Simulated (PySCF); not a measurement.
# One shape, several levels: CH6BFO2Si (SMILES COB(F)O[SiH3])

Wanted: a comparison of 3 runs (B3LYP/6-31G*, PBE/cc-pVDZ, PBE/6-31+G*) of CH6BFO2Si. Input form: a Python script.

The calculation is run with PySCF 2.14.0.

## Step 1: Starting point

CH6BFO2Si has 12 atoms, charge 0, and is taken as a singlet. SMILES: `COB(F)O[SiH3]`. The coordinates come from a PBE0-D4/def2-TZVP relaxation. This is one conformer, not always the lowest.

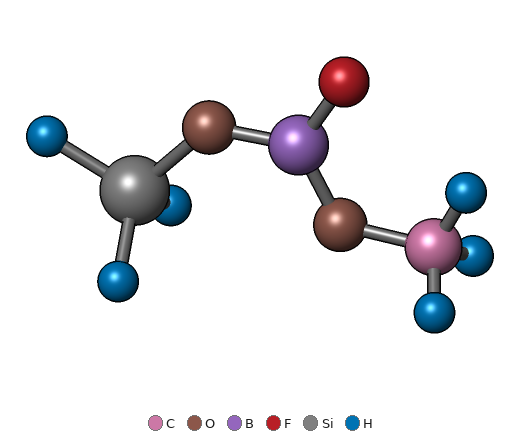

Viewed from a chosen angle; carbon pink, oxygen brown, boron purple, fluorine red, silicon grey, hydrogen blue.

## Step 2: Energy and gradient at B3LYP/6-31G(d) (Cartesian functions) (run 1)

Input file calc.py:

```python
import pyscf.grad
from pyscf import gto, dft

system = gto.Mole()
system.atom = [
    ('C', (-1.379200, -1.446300, 0.963300)),
    ('O', (-0.446200, -0.627100, 0.285700)),
    ('B', (-0.364500, 0.709300, 0.475800)),
    ('F', (-1.177100, 1.334900, 1.328700)),
    ('O', (0.548900, 1.441000, -0.200100)),
    ('Si', (1.683600, 0.975000, -1.310000)),
    ('H', (-2.014500, -0.865500, 1.634300)),
    ('H', (-0.835500, -2.196500, 1.540300)),
    ('H', (-2.002700, -1.953600, 0.224900)),
    ('H', (2.632000, 0.007900, -0.703700)),
    ('H', (2.404200, 2.204300, -1.713400)),
    ('H', (1.028300, 0.361400, -2.491700)),
]
system.verbose = 3
system.basis = '6-31g*'
system.spin = 0
system.charge = 0
system.max_memory = 1860
system.cart = True
system.build()

mf = dft.RKS(system, xc='b3lyp')
mf.conv_tol = 1e-10
mf.grids.level = 5
mf.kernel()
if not mf.converged:
    mf = mf.newton().run(mf.mo_coeff, mf.mo_occ)

e_final = mf.e_tot
print('E = %.10f Eh' % e_final)
grad = mf.Gradients().kernel()
mf.analyze()
```

The run is started by

```
$ OMP_NUM_THREADS=1 python calc.py
```

Log:

```text
converged SCF energy = -606.540187903211
[... 16 lines left out ...]
MO #7   energy= -5.30376647270963  occ= 2
[... 8 lines left out ...]
MO #16  energy= -0.538526235886518 occ= 2
[... 8 lines left out ...]
MO #25  energy= -0.336835072409165 occ= 2
[... 8 lines left out ...]
MO #34  energy= 0.12881018758661   occ= 0
[... 8 lines left out ...]
MO #43  energy= 0.348286912549304  occ= 0
[... 8 lines left out ...]
MO #52  energy= 0.623311945289719  occ= 0
[... 8 lines left out ...]
MO #61  energy= 0.981194471585176  occ= 0
[... 8 lines left out ...]
MO #70  energy= 1.25302150222296   occ= 0
[... 8 lines left out ...]
MO #79  energy= 1.66572707083921   occ= 0
[... 8 lines left out ...]
MO #88  energy= 2.1200029747434    occ= 0
[... 8 lines left out ...]
MO #97  energy= 2.85474050536967   occ= 0
[... 8 lines left out ...]
MO #106 energy= 4.74447514470424   occ= 0
[... 13 lines left out ...]
Dipole moment(X, Y, Z, Debye): -0.32740, -1.70580, -0.04055
```

Wall time 62 s (1 thread of Intel Xeon at 2.70GHz, shared host); peak memory 1.1 GiB.

## Step 3: Energy and gradient at PBE/cc-pVDZ (run 2)

Input file run.py:

```python
import pyscf.grad
from pyscf import gto, dft

mol = gto.M(
    atom='''
C     -2.606310    -2.733111     1.820373
O     -0.843196    -1.185047     0.539895
B     -0.688805     1.340383     0.899132
F     -2.224397     2.522595     2.510879
O      1.037271     2.723095    -0.378134
Si     3.181543     1.842483    -2.475541
H     -3.806853    -1.635558     3.088379
H     -1.578866    -4.150783     2.910745
H     -3.784555    -3.691769     0.424999
H      4.973759     0.014929    -1.329800
H      4.543280     4.165523    -3.237857
H      1.943205     0.682947    -4.708631
''',
    max_memory=1860,
    verbose=4,
    spin=0,
    basis='cc-pvdz',
    unit='bohr',
)

mf = dft.RKS(mol)
mf.xc = 'pbe'
mf.conv_tol = 1e-10
mf.grids.level = 5
mf.kernel()
if not mf.converged:
    mf = mf.newton().run(mf.mo_coeff, mf.mo_occ)

e_tot = mf.e_tot
print('E = %.10f Eh' % e_tot)
grad = mf.Gradients().kernel()
mf.analyze()
```

The run is started by

```
$ OMP_NUM_THREADS=1 python run.py
```

Log:

```text
PySCF version 2.14.0

[... 104 lines left out ...]
One-electron Energy =                -1425.670460374269624
[... 12 lines left out ...]
MO #8   energy= -3.49660689465013  occ= 2
[... 10 lines left out ...]
MO #19  energy= -0.422516412459177 occ= 2
[... 10 lines left out ...]
MO #30  energy= 0.0240238708729397 occ= 0
[... 10 lines left out ...]
MO #41  energy= 0.228696692722211  occ= 0
[... 10 lines left out ...]
MO #52  energy= 0.455334336001338  occ= 0
[... 10 lines left out ...]
MO #63  energy= 0.801210659655362  occ= 0
[... 10 lines left out ...]
MO #74  energy= 1.17089437451049   occ= 0
[... 10 lines left out ...]
MO #85  energy= 1.54832031469494   occ= 0
[... 10 lines left out ...]
MO #96  energy= 1.94730173330853   occ= 0
[... 10 lines left out ...]
MO #107 energy= 2.81052173090295   occ= 0
[... 10 lines left out ...]
MO #118 energy= 3.98018660028556   occ= 0
[... 94 lines left out ...]
pop of  6 H 2pz           0.00053
pop of  7 H 1s            0.87809
pop of  7 H 2s            0.00890
pop of  7 H 2px           0.00042
pop of  7 H 2py           0.00058
pop of  7 H 2pz           0.00037
pop of  8 H 1s            0.87790
pop of  8 H 2s            0.00891
pop of  8 H 2px           0.00042
pop of  8 H 2py           0.00030
pop of  8 H 2pz           0.00065
pop of  9 H 1s            1.08784
pop of  9 H 2s            0.00483
pop of  9 H 2px           0.00135
pop of  9 H 2py           0.00162
pop of  9 H 2pz           0.00100
pop of  10 H 1s           1.07950
pop of  10 H 2s           0.00469
pop of  10 H 2px          0.00082
pop of  10 H 2py          0.00282
pop of  10 H 2pz          0.00026
pop of  11 H 1s           1.08785
pop of  11 H 2s           0.00482
pop of  11 H 2px          0.00114
pop of  11 H 2py          0.00066
pop of  11 H 2pz          0.00216
 ** Mulliken atomic charges  **
charge of    0C =     -0.09398
charge of    1O =     -0.35993
charge of    2B =      0.54572
charge of    3F =     -0.26375
charge of    4O =     -0.55475
charge of    5Si =      0.67936
charge of    6H =      0.10523
charge of    7H =      0.11163
charge of    8H =      0.11182
charge of    9H =     -0.09664
charge of   10H =     -0.08809
charge of   11H =     -0.09664
Dipole moment(X, Y, Z, Debye): -0.29436, -1.66852, -0.06264
```

Run time: 62 s. Hardware: 1 thread of Intel Xeon at 2.70GHz, shared host; peak memory 1.2 GiB.

## Step 4: Energy and gradient at PBE/6-31+G(d) (spherical functions) (run 3)

Input file job.py:

```python
import pyscf.grad
from pyscf import gto, dft

mol = gto.M(
    atom='''
C       -1.379200      -1.446300       0.963300
O       -0.446200      -0.627100       0.285700
B       -0.364500       0.709300       0.475800
F       -1.177100       1.334900       1.328700
O        0.548900       1.441000      -0.200100
Si       1.683600       0.975000      -1.310000
H       -2.014500      -0.865500       1.634300
H       -0.835500      -2.196500       1.540300
H       -2.002700      -1.953600       0.224900
H        2.632000       0.007900      -0.703700
H        2.404200       2.204300      -1.713400
H        1.028300       0.361400      -2.491700
''',
    basis='6-31+g*',
    max_memory=1860,
    verbose=3,
)

mf = dft.RKS(mol)
mf.xc = 'pbe'
mf.conv_tol = 1e-10
mf.grids.level = 5
mf.kernel()
if not mf.converged:
    mf = mf.newton().run(mf.mo_coeff, mf.mo_occ)

etot = mf.e_tot
print('E(%s) = %.9f' % ('PBE', etot))
grad = mf.Gradients().kernel()
dip = mf.dip_moment()
pop, q = mf.mulliken_pop()
```

The run is started by

```
$ OMP_NUM_THREADS=1 python job.py
```

Log:

```text
converged SCF energy = -606.012064444338
[... 9 lines left out ...]
Dipole moment(X, Y, Z, Debye): -0.25941, -1.82215, -0.12453
[... 98 lines left out ...]
pop of  5 Si 2pz          1.98571
pop of  5 Si 3px          0.58962
pop of  5 Si 3py          0.68663
pop of  5 Si 3pz          0.59599
pop of  5 Si 4px          0.03676
pop of  5 Si 4py          0.07625
pop of  5 Si 4pz          0.04305
pop of  5 Si 5px          0.03071
pop of  5 Si 5py          0.04680
pop of  5 Si 5pz          0.03013
pop of  5 Si 3dxy         0.06203
pop of  5 Si 3dyz         0.04270
pop of  5 Si 3dz^2        0.04187
pop of  5 Si 3dxz         0.06079
pop of  5 Si 3dx2-y2      0.02044
pop of  6 H 1s            0.52753
pop of  6 H 2s            0.23846
pop of  7 H 1s            0.52993
pop of  7 H 2s            0.24989
pop of  8 H 1s            0.52992
pop of  8 H 2s            0.25000
pop of  9 H 1s            0.50725
pop of  9 H 2s            0.54067
pop of  10 H 1s           0.50820
pop of  10 H 2s           0.53224
pop of  11 H 1s           0.50726
pop of  11 H 2s           0.54067
 ** Mulliken atomic charges  **
charge of    0C =     -0.55426
charge of    1O =     -0.48442
charge of    2B =      1.10835
charge of    3F =     -0.37279
charge of    4O =     -0.55881
charge of    5Si =      0.32394
charge of    6H =      0.23401
charge of    7H =      0.22018
charge of    8H =      0.22008
charge of    9H =     -0.04792
charge of   10H =     -0.04044
charge of   11H =     -0.04793
```

Run time: 92 s. Hardware: 1 thread of Intel Xeon at 2.70GHz, shared host; peak memory 1.3 GiB.

## Step 5: Overview of the runs

```csv
run,level,Cartesian functions,energy (Eh),dipole moment (D),HOMO energy (eV),LUMO energy (eV),wall time
1,B3LYP/6-31G* (Cartesian functions),yes,-606.540188,1.74,-8.32,0.43,62 s
2,PBE/cc-pVDZ,no,-606.024690,1.70,-7.04,-0.18,62 s
3,PBE/6-31+G* (spherical functions),no,-606.012064,1.84,-7.35,-0.84,92 s
```

## Step 6: Summary of results

| quantity | value |
| --- | --- |
| run 3: total energy | -606.01206 Eh |
| run 3: dipole moment | 1.84 D |
| run 3: HOMO energy | -7.35 eV |
| run 3: LUMO energy | -0.84 eV |
| run 3: HOMO–LUMO gap | 6.51 eV |
| run 3: largest force on an atom | 1.041 eV/Å |

In words: The dipole moment (its size) runs from 1.70 D (PBE/cc-pVDZ) to 1.84 D (PBE/6-31+G*). The HOMO–LUMO gap runs from 6.51 eV (PBE/6-31+G*) to 8.75 eV (B3LYP/6-31G*). The two ends differ in method and basis. Totals of different functionals can't be ranked against each other. All runs together took 3.6 min, the longest 92 s.
